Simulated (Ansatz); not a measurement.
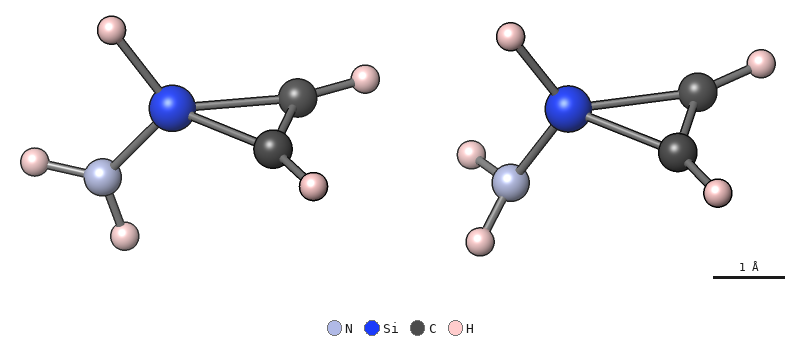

Two geometries of C$_{2}$H$_{5}$NSi, drawn at one scale. One is the start of a relaxation, the other its converged end. The picture is a ball-and-stick view, seen at a tilt.

These are results of RKS PBE0-D4/def2-TZVP (Ansatz 0.2.0), not measurements. (force threshold 0.005 eV/Å; at most 200 steps)

### Which of the two is the end point?

The left one is the relaxed one. The largest move after the best rigid fit is that of an H atom, 0.96 Å. Largest moves by element: H 0.96 Å, N 0.16 Å, C 0.12 Å, Si 0.06 Å. Some distances before and after: C–Si 1.856 → 1.793 Å, H–Si 1.456 → 1.480 Å, N–Si 1.722 → 1.700 Å, C–H 1.076 → 1.086 Å. Among the angles between lasting bonds that change: N–Si–H 115.9° → 105.9°, N–Si–C 118.1° → 124.7°, N–Si–C 118.9° → 124.8°. The energy falls by 0.242 eV in 12 accepted moves (14 points after the start). Largest force component: 1.6 eV/Å at the start, 0.0016 eV/Å at the end. The line search rejected the trial steps at points 9, 13 of the run. The forces were under the threshold at step 12, but the run went on from there.
